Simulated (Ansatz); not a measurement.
Cl3FZr···H2

```yaml
atoms:
  - { symbol: Zr, position_ang: [-0.2474, -0.4125, -0.1641] }
  - { symbol: Cl, position_ang: [-0.2110, -0.3893, 2.1822] }
  - { symbol: Cl, position_ang: [1.9346, -0.5059, -1.0159] }
  - { symbol: Cl, position_ang: [-1.3611, 1.4820, -0.9806] }
  - { symbol: F, position_ang: [-1.1831, -1.9535, -0.7314] }
  - { symbol: H, position_ang: [1.8496, 2.9091, 1.5669] }
  - { symbol: H, position_ang: [1.5388, 2.4227, 2.0635] }
```

Core potentials replace the inner electrons of Zr.

All numbers below come from RKS B3LYP/def2-SVP (Ansatz 0.2.0).

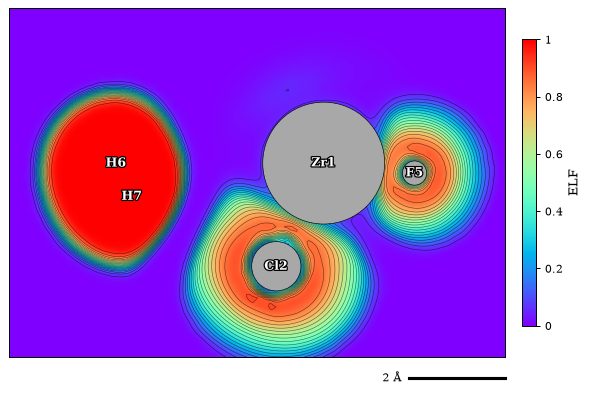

Figure 1. ELF on the plane of atoms Cl2, Zr1 and F5. Grey discs cover the atomic cores.

> Read the bonding off the picture.

- The plane passes through Zr, Cl, F and H nuclei.
- Zr1···H7 (4.02 Å): the ELF dips to about 0 between them (a weak contact between the two molecules).
- Zr–F (1.89 Å): the ELF peaks at about 0.85 in the valence shell of F, 0.5 Å from its nucleus, and drops to about 0.20 between the two atoms.
- Zr–Cl (2.35 Å): the ELF peaks at about 0.85 in the valence shell of Cl, 0.9 Å from its nucleus, and is about 0.35 at the midpoint.
- H–H (0.76 Å): the ELF peaks at about 1 between the atoms.

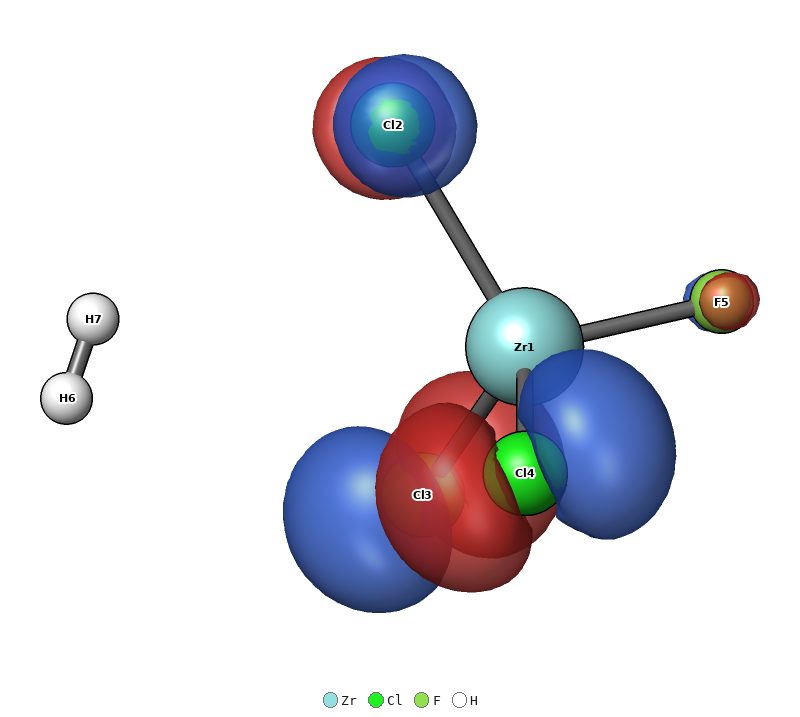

Figure 2. The HOMO−1 at ±0.15 Å⁻³ᐟ² (red and blue are the two phases), seen at a tilt.

> Where does this orbital lie, and at what energy?

By Hirshfeld shares it lies mainly on Cl4 (about 40 %), Cl3 (about 35 %) and Cl2 (about 15 %); largely a combination of lone pairs on Cl4, Cl3 and Cl2. Its energy is −9.52 eV.

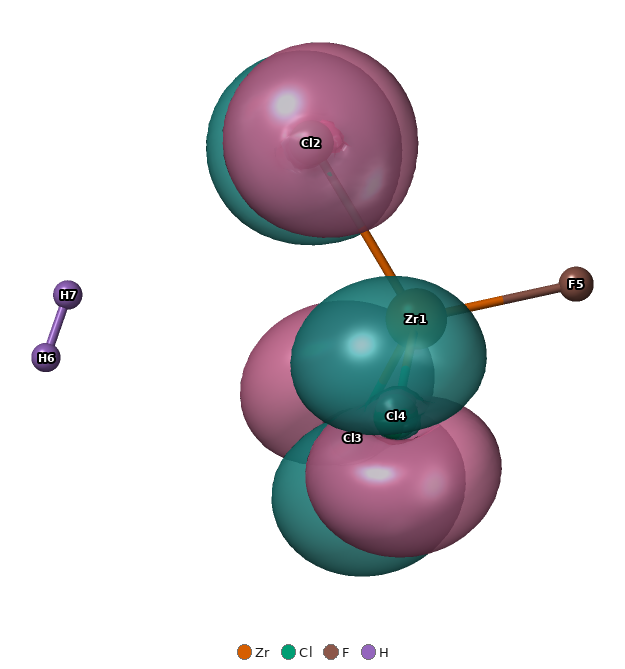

Figure 3. The HOMO at ±0.08 Å⁻³ᐟ² (teal and pink are the two phases), seen across its widest extent.

> Where does this orbital lie, and at what energy?

It lies mainly on Cl4 (about 30 %), Cl3 (about 30 %) and Cl2 (about 30 %); largely a combination of lone pairs on Cl4, Cl3 and Cl2. Its energy is −9.30 eV.
